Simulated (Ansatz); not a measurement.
The calculation's input:

```
crystal:
  periodic: [false, false, false]
  atoms:
    - {symbol: As, position_ang: [-0.375900, 0.107280, -1.800856]}
    - {symbol: H, position_ang: [-0.705617, 0.253802, -3.280909]}
    - {symbol: H, position_ang: [0.719728, 1.158872, -1.875353]}
    - {symbol: H, position_ang: [0.606581, -1.022138, -2.065712]}
    - {symbol: As, position_ang: [0.380188, -0.162536, 1.806408]}
    - {symbol: H, position_ang: [-0.531881, 1.039788, 1.989415]}
    - {symbol: H, position_ang: [-0.779696, -1.137595, 1.930374]}
    - {symbol: H, position_ang: [0.686696, -0.237474, 3.296734]}
basis:
  gaussian: {orbitals: "def2-TZVPPD.json"}
hamiltonian: {xc: pbe0, dispersion: d4}
output: {orbitals: {seedname: orbitals}}
```

Command:

```sh
ansatz run in.yaml --threads 4 --pin off --events-out ev --progress --plain --max-ram 9574MiB
```

Geometry: PBE0-D4/def2-TZVP.

All numbers below come from RKS PBE0-D4/def2-TZVPPD in Ansatz.

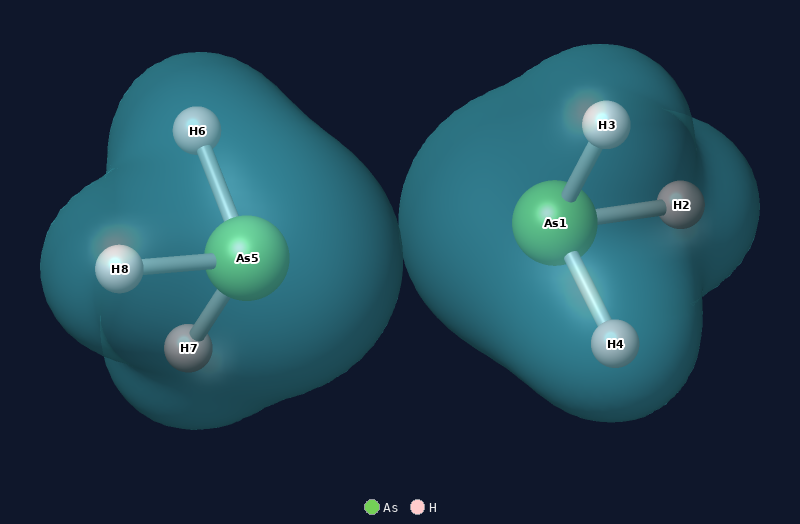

AsH₃···AsH₃ (SMILES [AsH3].[AsH3]). Isosurface of the total electron density at 0.1 e/Å³ (cyan), seen at a tilt.

### How is the density connected at this value?

At this value the surface falls into two separate pieces. It bridges the sampled As–H (1.52 Å) contacts, where the density stays above the isovalue. It is pinched off along the sampled As···As (3.70 Å) contacts. On the grid the lowest density along these lines, outside the cores, is 0.05 e/Å³ (As···As, 3.70 Å) and 1 e/Å³ (As–H, 1.52 Å).
